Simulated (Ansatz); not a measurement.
```
atom    x (Å)    y (Å)    z (Å)
  Cl   0.4563   0.6220   1.8583
  Si   0.0136  -0.1407   0.0275
  Br   1.5540   0.4647  -1.4175
  Br  -1.9545   0.5892  -0.6211
   H  -0.0194  -1.6088   0.1116
```

Geometry: PBE0-D4/def2-TZVP.

Method: RKS PBE0-D4/def2-TZVPP (Ansatz).

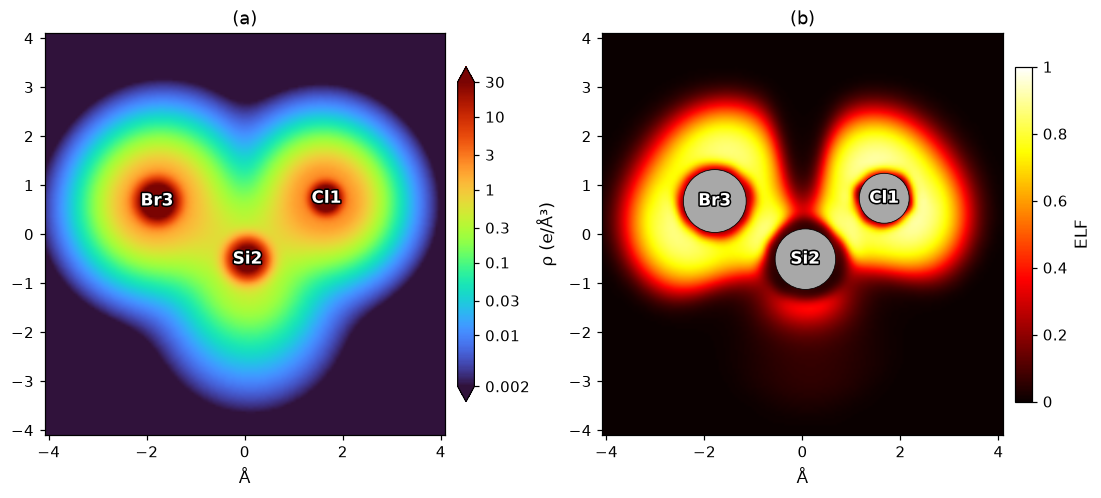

Br₂ClHSi. (a) electron density; (b) ELF on the plane of atoms Cl1, Si2 and Br3. Grey discs cover the atomic cores in the ELF map.

What does the map show?

The plane passes through Cl, Si and Br nuclei.
Si–Cl (2.03 Å): ρ is about 0.95 e/Å³ halfway; the ELF peaks at about 0.85 between the atoms: a shared but strongly polarised pair.
Si–Br (2.20 Å): ρ at the midpoint is about 0.82 e/Å³; the ELF peaks at about 0.85 between the atoms; a polar covalent bond.
The ELF also peaks beside Br3 and Cl1, away from the bonds: lone-pair regions.
